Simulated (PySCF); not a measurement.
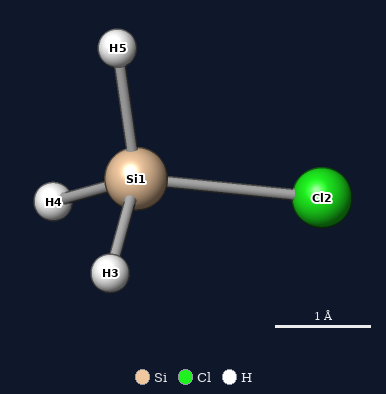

The structure (ball-and-stick view, seen at a tilt; atoms are numbered from 1 in the order of the input).

## Excited-state calculation, with input and output: SiH3Cl

The run: excited-state calculation of SiH3Cl, SMILES [SiH3]Cl. Method and program: TDA (PBE0)/cc-pVDZ, RKS (PySCF 2.14.0).

The geometry comes from this level: PBE0-D4/def2-TZVP.

### Input (run.py)
```python
# [SiH3]Cl
from pyscf import gto, dft, tdscf

mol = gto.M(
    atom='start.xyz',
    verbose=3,
    max_memory=1860,
    basis='cc-pvdz',
    spin=0,
    charge=0,
)

ks = dft.RKS(mol, xc='pbe0')
ks.conv_tol = 1e-10
ks.grids.level = 7
ks.kernel()
if not ks.converged:
    ks = ks.newton().run(ks.mo_coeff, ks.mo_occ)

e_tot = ks.e_tot
print(f'total energy: {e_tot:.8f} hartree')

td = ks.TDA()
td.nstates = 3
td.kernel()
td.analyze()
roots = td.e * 27.211386
osc = td.oscillator_strength()
print('state   eV      nm      f')
for i, (w, f) in enumerate(zip(roots, osc), 1):
    print('%3d %9.4f %8.1f %9.5f' % (i, w, 1239.842 / w, f))
```

### File start.xyz
```
5
ClH3Si
Si    -0.112000     0.018600    -0.030900
Cl     1.838300    -0.513500     0.329900
H     -0.950900    -0.488300     1.079100
H     -0.534700    -0.585700    -1.314900
H     -0.190800     1.495400    -0.104700
```

Launch command:
```bash
OMP_NUM_THREADS=1 python run.py
```

### Output
```
converged SCF energy = -751.251910684501
total energy: -751.25191068 hartree
Excitation energies (eV)
[7.4974436  7.49759429 8.90671052]

** Singlet excitation energies and oscillator strengths **
state   eV      nm      f
  1    7.4974    165.4   0.00482
  2    7.4976    165.4   0.00482
  3    8.9067    139.2   0.00000
```

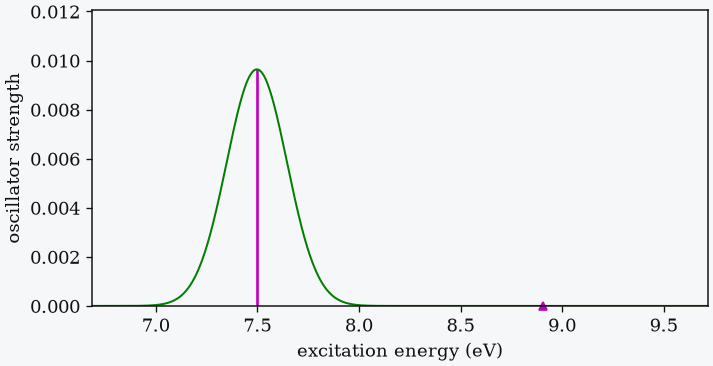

Computed excitations as sticks (degenerate states added up, dark ones marked on the axis), with a Gaussian envelope of 0.35 eV full width at half maximum, scaled to the tallest. Of the 3 states the lowest lies at 7.50 eV (f = 0.005); the strongest line is at 7.50 eV, or 165 nm (f = 0.010, summed over 2 states that lie within 0.004 eV).

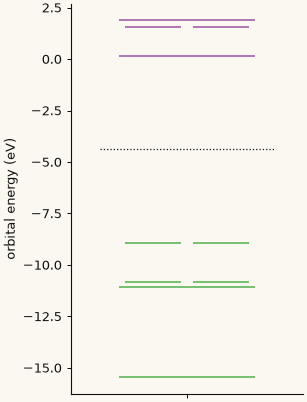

Orbital energies near the frontier; the dotted line parts filled from empty levels, and levels within 0.02 eV of each other stand side by side. Highest filled −8.92 eV, lowest empty 0.15 eV, 9.07 eV apart.

### Summary

```tsv
quantity	value
outcome	converged
total energy	−751.251911 hartree
basis functions	51
HOMO	−8.92 eV
LUMO	0.15 eV
dipole moment	1.44 D
lowest excitation	7.50 eV
hardware	1 thread of Arm Neoverse V2, 24 GiB of memory available, shared host
wall time	48 s
peak memory	0.61 GiB
```
